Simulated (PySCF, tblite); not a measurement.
# C5H12Si2: a rotation path, then NMR shifts on frames

Aim: move C5H12Si2 (`C#C[Si@H]([SiH3])C(C)C`) away from its starting geometry and see how NMR shifts follow the geometry.

Programs: tblite 0.8.0 and PySCF 2.14.0, with density-fitted response routines of our own. Each step states its level of theory. These are calculated values for one molecule in the gas phase, unless marked as measured. Atoms are numbered from 0 throughout.

## 1. Starting geometry

19 atoms, charge 0, multiplicity 1; geometry from: GFN2-xTB.

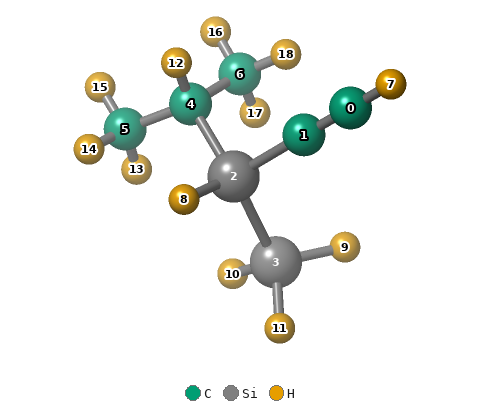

As it starts; carbon teal, silicon grey, hydrogen amber, atoms numbered.

## 2. The rotation path with GFN2-xTB

What the job is given:

```
{"job": {"kind": "neb", "xc": "GFN2-xTB", "basis": "xTB", "atoms": [1, 2, 4, 5], "turn": 120}, "charge": 0, "multiplicity": 1}
C      0.118902     3.257443     1.252161
C      0.359020     2.089126     1.096284
Si     0.730883     0.293584     0.804487
Si     2.264092     0.032330    -0.914394
C     -0.961185    -0.520875     0.396169
C     -0.838856    -2.039614     0.327892
C     -1.529855     0.022549    -0.911065
H     -0.094965     4.278177     1.396697
H      1.162828    -0.226888     2.119056
H      2.138394     1.067466    -1.944009
H      2.122706    -1.255229    -1.607120
H      3.641016     0.086525    -0.417197
H     -1.671048    -0.276800     1.194311
H     -0.159704    -2.335820    -0.470431
H     -0.461802    -2.442358     1.266132
H     -1.808343    -2.496102     0.129115
H     -2.502809    -0.421036    -1.122841
H     -0.866949    -0.205822    -1.745251
H     -1.652127     1.102595    -0.857457
```

Level: GFN2-xTB climbing-image nudged elastic band, gas phase.

The run is started by

```
$ OMP_NUM_THREADS=1 python probes_run.py task.json out
```

This one command runs all jobs of the session in turn.

The program printed:

```text
image   E - E0 / eV
  0       0.0000
  1       0.0148
  2       0.0482
  3       0.0764
  4       0.0837
  5       0.0749
  6       0.0575
  7       0.0360
  8       0.0248
```

Wall time 5.6 s (1 thread of Intel Xeon Platinum 8488C, shared host); peak memory 0.19 GiB.

The final band, with the dihedral C1–Si2–C4–C5:

```tsv
image	dihedral (°)	energy (eV)	energy (kcal/mol)
0	-172	0.000	0.0
1	-157	0.015	0.3
2	-142	0.048	1.1
3	-127	0.076	1.8
4	-111	0.084	1.9
5	-96	0.075	1.7
6	-81	0.057	1.3
7	-66	0.036	0.8
8	-52	0.025	0.6
```

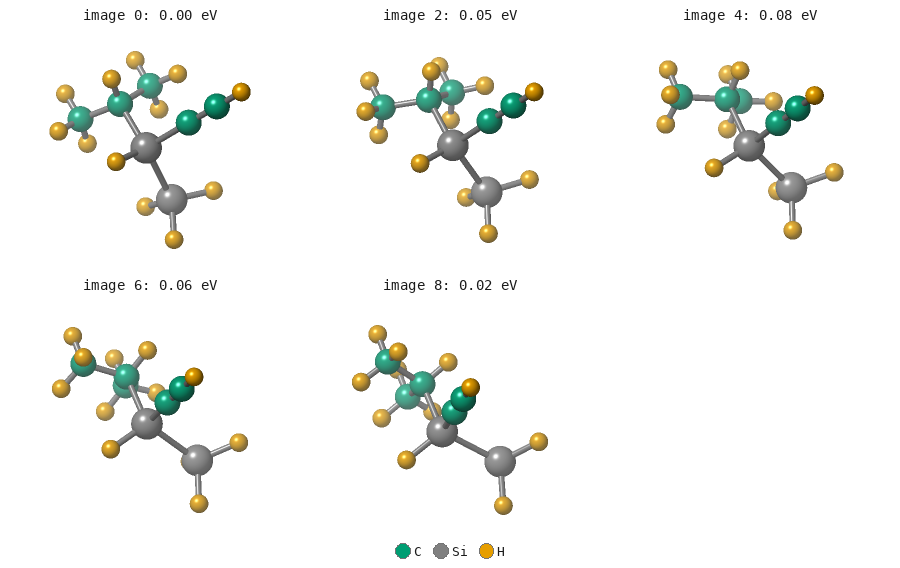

Images along the band.

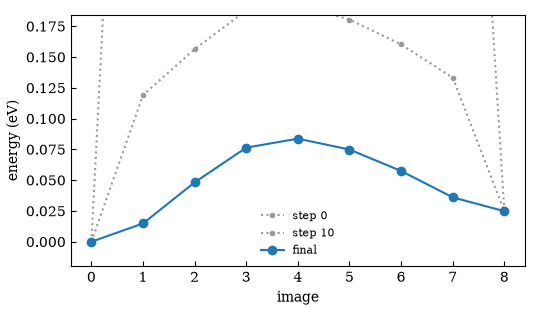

Energy along the band, early and final.

## 3. Nuclear shieldings: image 0, PBE0/pcSseg-1

What the job is given:

```
{"job": {"kind": "nmr", "xc": "PBE0", "basis": "pcSseg-1", "pop": false}, "charge": 0, "multiplicity": 1}
C      0.118900     3.257400     1.252200
C      0.359000     2.089100     1.096300
Si     0.730900     0.293600     0.804500
Si     2.264100     0.032300    -0.914400
C     -0.961200    -0.520900     0.396200
C     -0.838900    -2.039600     0.327900
C     -1.529900     0.022500    -0.911100
H     -0.095000     4.278200     1.396700
H      1.162800    -0.226900     2.119100
H      2.138400     1.067500    -1.944000
H      2.122700    -1.255200    -1.607100
H      3.641000     0.086500    -0.417200
H     -1.671000    -0.276800     1.194300
H     -0.159700    -2.335800    -0.470400
H     -0.461800    -2.442400     1.266100
H     -1.808300    -2.496100     0.129100
H     -2.502800    -0.421000    -1.122800
H     -0.866900    -0.205800    -1.745300
H     -1.652100     1.102600    -0.857500
```

Level: GIAO PBE0/pcSseg-1 NMR shielding, non-relativistic, gas phase.

The program printed:

```text
coarse grid: 16120 points
cycle   1  E = -776.0323953138  dE =  3.777e-01  |g| = 4.842e-01  |ddm| = 3.814e+00
cycle   2  E = -776.0165335894  dE =  1.586e-02  |g| = 5.414e-01  |ddm| = 1.065e+00
cycle   3  E = -776.0931045234  dE = -7.657e-02  |g| = 1.006e-01  |ddm| = 5.697e-01
cycle   4  E = -776.0949771418  dE = -1.873e-03  |g| = 5.206e-02  |ddm| = 1.050e-01
cycle   5  E = -776.0956351074  dE = -6.580e-04  |g| = 1.372e-02  |ddm| = 4.566e-02
cycle   6  E = -776.0956823283  dE = -4.722e-05  |g| = 2.948e-03  |ddm| = 1.463e-02
cycle   7  E = -776.0956846118  dE = -2.283e-06  |g| = 4.096e-04  |ddm| = 3.328e-03
final grid: 144360 points
cycle   8  E = -776.1381267733  dE = -3.603e-05  |g| = 7.881e-03  |ddm| = 3.139e-02
cycle   9  E = -776.1381193798  dE =  7.393e-06  |g| = 9.489e-03  |ddm| = 1.587e-02
cycle  10  E = -776.1381429473  dE = -2.357e-05  |g| = 8.773e-04  |ddm| = 8.823e-03
cycle  11  E = -776.1381431030  dE = -1.557e-07  |g| = 3.945e-04  |ddm| = 1.034e-03
cycle  12  E = -776.1381431350  dE = -3.197e-08  |g| = 1.752e-04  |ddm| = 3.674e-04
cycle  13  E = -776.1381431428  dE = -7.853e-09  |g| = 2.679e-05  |ddm| = 1.474e-04
cycle  14  E = -776.1381431430  dE = -1.569e-10  |g| = 5.876e-06  |ddm| = 3.331e-05
converged SCF energy = -776.1381431430

GIAO shielding tensors (ppm)
atom      isotropic    diamagn.    paramagn.     s11        s22        s33       span
  0 C       81.338     261.303    -179.965     -1.143     -0.272    245.428    246.571
  1 C       98.440     260.864    -162.424     -0.483      5.220    290.583    291.066
  2 Si     406.433     881.465    -475.032    377.792    389.744    451.764     73.971
  3 Si     471.750     880.202    -408.452    462.043    473.757    479.451     17.408
  4 C      166.816     251.303     -84.487    162.368    166.527    171.552      9.184
  5 C      166.272     247.860     -81.588    151.940    159.317    187.558     35.617
  6 C      165.351     249.471     -84.119    154.689    156.428    184.937     30.247
  7 H       29.717      33.518      -3.801     24.474     24.669     40.008     15.534
  8 H       27.153      29.284      -2.131     23.767     25.330     32.363      8.597
  9 H       28.219      29.065      -0.846     24.907     26.360     33.391      8.484
 10 H       28.238      29.258      -1.020     24.141     27.364     33.210      9.069
 11 H       28.350      28.258       0.092     24.939     25.584     34.528      9.589
 12 H       30.291      32.630      -2.339     26.602     28.154     36.117      9.515
 13 H       30.886      31.181      -0.295     26.282     30.488     35.888      9.606
 14 H       30.533      30.103       0.429     25.669     28.341     37.588     11.919
 15 H       30.454      29.637       0.817     26.060     27.585     37.718     11.657
 16 H       30.457      30.683      -0.226     26.039     27.617     37.713     11.674
 17 H       31.065      32.272      -1.207     26.801     30.565     35.828      9.027
 18 H       29.939      31.848      -1.909     24.764     29.251     35.803     11.039
```

It took 30 s on 1 thread of Intel Xeon Platinum 8488C, shared host; peak memory 0.79 GiB.

Shifts follow as δ = σ(reference) − σ, with reference shieldings (ppm) from runs at the same level and on the same kind of geometry: 1H TMS 31.72, 13C TMS 186.9, 29Si TMS 349.2. The references are single molecules in the gas phase. Each atom is listed at this fixed geometry, with no averaging over motion; a spectrum would average atoms that exchange fast.

```tsv
atoms	environment	σ (ppm)	δ (ppm)
C0	terminal alkyne carbon	81.3	105.6
C1	alkyne carbon	98.4	88.5
C6	methyl carbon	165.4	21.6
C5	methyl carbon	166.3	20.7
C4	sp3 CH bonded to Si	166.8	20.1
H8	hydrogen on a silicon bonded to 2 C, Si	27.15	4.56
H9	hydrogen on a silicon bonded to Si	28.22	3.50
H10	hydrogen on a silicon bonded to Si	28.24	3.48
H11	hydrogen on a silicon bonded to Si	28.35	3.37
H7	hydrogen on a terminal alkyne carbon	29.72	2.00
H18	hydrogen on a methyl carbon	29.94	1.78
H12	hydrogen on an sp3 CH bonded to Si	30.29	1.43
H15	hydrogen on a methyl carbon	30.45	1.26
H16	hydrogen on a methyl carbon	30.46	1.26
H14	hydrogen on a methyl carbon	30.53	1.18
H13	hydrogen on a methyl carbon	30.89	0.83
H17	hydrogen on a methyl carbon	31.06	0.65
Si2	silicon bonded to 2 C, Si, H	406.4	-57.3
Si3	silicon bonded to Si, 3 H	471.8	-122.6
```

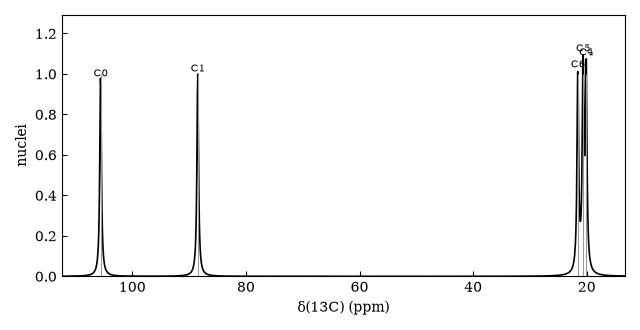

13C lines at the computed shifts, without couplings. Lines are broadened to a width of 0.34 ppm (Lorentzian).

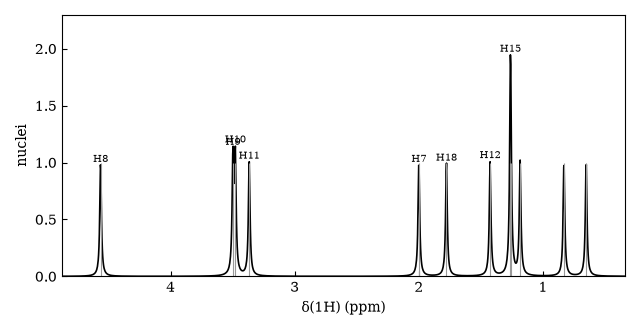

1H lines at the computed shifts, without couplings. Lines are broadened to a width of 0.02 ppm (Lorentzian).

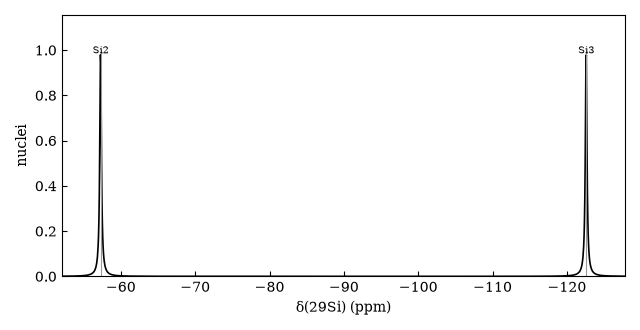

29Si lines at the computed shifts, without couplings. Lines are broadened to a width of 0.26 ppm (Lorentzian).

## 4. Nuclear shieldings: image 2, PBE0/pcSseg-1

What the job is given:

```
{"job": {"kind": "nmr", "xc": "PBE0", "basis": "pcSseg-1", "pop": false}, "charge": 0, "multiplicity": 1}
C      0.208900     3.129200     1.687000
C      0.421800     2.008500     1.306400
Si     0.752400     0.283400     0.705000
Si     2.178100     0.290900    -1.122000
C     -0.974400    -0.457300     0.279600
C     -1.061700    -1.928100     0.674300
C     -1.289600    -0.293400    -1.205000
H      0.024300     4.108900     2.025400
H      1.271400    -0.423300     1.894500
H      1.984800     1.471800    -1.967300
H      1.998000    -0.875500    -1.996100
H      3.582300     0.276200    -0.707400
H     -1.739600     0.085200     0.845700
H     -0.332600    -2.520600     0.123300
H     -0.870800    -2.054400     1.738100
H     -2.052800    -2.327700     0.458600
H     -2.275000    -0.695100    -1.439700
H     -0.560700    -0.826000    -1.815100
H     -1.274700     0.756500    -1.492500
```

Level: GIAO PBE0/pcSseg-1 NMR shielding, non-relativistic, gas phase.

The program printed:

```text
coarse grid: 16120 points
cycle   1  E = -776.0292721700  dE =  3.793e-01  |g| = 4.843e-01  |ddm| = 3.817e+00
cycle   2  E = -776.0142453933  dE =  1.503e-02  |g| = 5.385e-01  |ddm| = 1.064e+00
cycle   3  E = -776.0902943384  dE = -7.605e-02  |g| = 9.588e-02  |ddm| = 5.626e-01
cycle   4  E = -776.0919272734  dE = -1.633e-03  |g| = 5.230e-02  |ddm| = 1.010e-01
cycle   5  E = -776.0925933600  dE = -6.661e-04  |g| = 1.341e-02  |ddm| = 4.535e-02
cycle   6  E = -776.0926385028  dE = -4.514e-05  |g| = 2.955e-03  |ddm| = 1.425e-02
cycle   7  E = -776.0926407927  dE = -2.290e-06  |g| = 3.987e-04  |ddm| = 3.261e-03
final grid: 144360 points
cycle   8  E = -776.1357160118  dE = -3.609e-05  |g| = 7.566e-03  |ddm| = 3.070e-02
cycle   9  E = -776.1357099582  dE =  6.054e-06  |g| = 8.932e-03  |ddm| = 1.473e-02
cycle  10  E = -776.1357308273  dE = -2.087e-05  |g| = 8.276e-04  |ddm| = 8.216e-03
cycle  11  E = -776.1357309711  dE = -1.438e-07  |g| = 3.434e-04  |ddm| = 1.003e-03
cycle  12  E = -776.1357309940  dE = -2.284e-08  |g| = 1.697e-04  |ddm| = 3.390e-04
cycle  13  E = -776.1357310013  dE = -7.332e-09  |g| = 3.027e-05  |ddm| = 1.414e-04
cycle  14  E = -776.1357310015  dE = -2.019e-10  |g| = 5.425e-06  |ddm| = 3.096e-05
converged SCF energy = -776.1357310015

GIAO shielding tensors (ppm)
atom      isotropic    diamagn.    paramagn.     s11        s22        s33       span
  0 C       81.050     261.225    -180.174     -1.856      2.223    242.784    244.639
  1 C       98.339     260.325    -161.986     -2.917      6.382    291.552    294.469
  2 Si     402.129     881.524    -479.396    361.072    393.269    452.045     90.973
  3 Si     469.612     880.117    -410.505    460.032    470.770    478.034     18.002
  4 C      166.943     251.147     -84.204    157.145    168.762    174.923     17.778
  5 C      163.524     247.316     -83.792    143.747    161.694    185.131     41.385
  6 C      165.008     249.209     -84.201    151.716    159.295    184.014     32.298
  7 H       29.684      33.519      -3.835     24.599     24.647     39.807     15.209
  8 H       27.242      29.501      -2.259     23.964     25.821     31.943      7.979
  9 H       28.250      29.003      -0.753     25.023     26.257     33.470      8.446
 10 H       28.231      29.405      -1.175     24.236     27.383     33.073      8.837
 11 H       28.355      28.266       0.090     24.940     25.597     34.528      9.588
 12 H       30.247      33.018      -2.771     26.598     28.302     35.841      9.243
 13 H       30.898      30.682       0.216     26.882     29.741     36.072      9.190
 14 H       30.364      29.935       0.429     25.344     28.482     37.267     11.923
 15 H       30.510      29.512       0.999     26.128     27.675     37.727     11.599
 16 H       30.501      30.567      -0.066     25.942     27.812     37.747     11.805
 17 H       30.822      32.256      -1.434     26.301     30.581     35.585      9.284
 18 H       30.268      31.805      -1.538     25.893     28.783     36.126     10.233
```

Wall time 29 s (1 thread of Intel Xeon Platinum 8488C, shared host); peak memory 0.96 GiB.

Key values: δ C0 105.9, C1 88.6, C5 23.4, C6 21.9, H8 4.47, H10 3.49 ppm.

[end of part 1 of 2]
